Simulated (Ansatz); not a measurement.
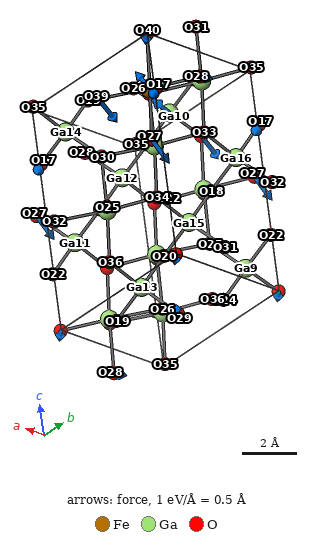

Starting geometry of a defect cell of composition Ga15FeO24 with the computed forces as blue arrows. Style: ball-and-stick. Shown: the cell of the calculation, from a free direction.

Case: Fe on a Ga site (i), charge +0, atoms relaxed at the host's cell.

The calculation used Ansatz 0.2.0, DFT LDA, scalar-relativistic, plane waves, PAW. Settings: plane-wave cutoff 420 eV; k-point mesh 2 × 2 × 2; occupations gaussian; smearing width 0.01 eV; mesh shifted by (0.5, 0.5, 0.5); collinear spin; atoms relaxed in a fixed cell; force threshold 0.025 eV/Å; at most 45 steps.

Q: Is this structure relaxed? If not, where do the atoms go?

A: It isn't relaxed: the largest force vector, on an O atom, is 2.79 eV/Å. The final displacements follow the starting forces only in part (cosine between the two patterns 0.80). The largest move is that of an O atom, 0.14 Å along [−3 1 −3]. By element the largest moves are O 0.14 Å, Fe 0.13 Å, Ga 0.03 Å. The cell doesn't change. Among the contacts that change: Fe–O 1.924 → 2.123 Å, Fe–O 1.969 → 2.124 Å, Fe–O 2.048 → 1.922 Å, Ga–O 1.715 → 1.826 Å. Bond angles that change, for instance: Fe–O–Ga 128.5° → 119.6°, Fe–O–Ga 101.2° → 93.3°, O–Fe–O 100.6° → 92.8°. After 4 accepted moves (5 points after the start) the energy has fallen by 0.598 eV per cell of the calculation. Largest force component: 2.6 eV/Å at the start, 0.0037 eV/Å at the end. The line search rejected the trial step at point 3 of the run.

Limits of the set-up: the periodic images lie only 7.5 Å apart, so the values are limited by the cell's size.
